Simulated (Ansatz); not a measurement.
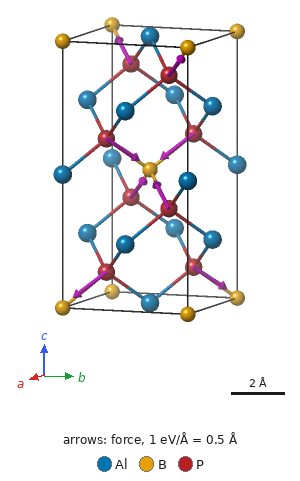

Starting geometry of solid Al3BP4 (a generated structure, set up in I-42m) (coarse preliminary run) with the computed forces as purple arrows. The picture is a ball-and-stick view of the conventional cell (2 times the calculation's cell), seen slightly off an axis. Lengths and directions refer to the drawn axes.

Method: DFT PBE, scalar-relativistic, plane waves, PAW in Ansatz. (plane-wave cutoff 420 eV; k-point mesh 6 × 6 × 6; occupations gaussian; smearing width 0.1 eV; no spin polarisation; cell and atoms relaxed; force threshold 0.04 eV/Å; at most 70 steps)

**Is this structure relaxed? If not, where do the atoms go?**

It isn't relaxed: the largest force vector, on P atoms, is 3.38 eV/Å. The atoms end up moving mostly along the starting forces (cosine between the two patterns 0.99). After 4 accepted moves (5 points after the start) the energy has fallen by 282 meV per atom. Largest force component: 2 eV/Å at the start, 0.02 eV/Å at the end. Pressure: 14.28 GPa at the start and 0.07 GPa at the end. At 1 point the geometry stayed and the basis and grid were re-selected for the new cell (energy shift of 0.7 meV per atom at most each time). The largest moves relative to the cell, 0.26 Å, are those of P atoms. Al and B stay in place. The drawn cell changes as follows: a = b 5.126 → 5.284 Å (+3.1 %), c 10.253 → 10.466 Å (+2.1 %); the volume changes by +8.4 %. Among the contacts that change: B–P 2.220 → 2.023 Å, Al–P 2.220 → 2.415 Å, Al–P 2.220 → 2.361 Å. Among the angles between lasting bonds that change: P–Al–P 109.5° → 120.9°, Al–P–Al 109.5° → 102.2°, Al–P–B 109.5° → 115.8°. The space group stays I-42m (No. 121).
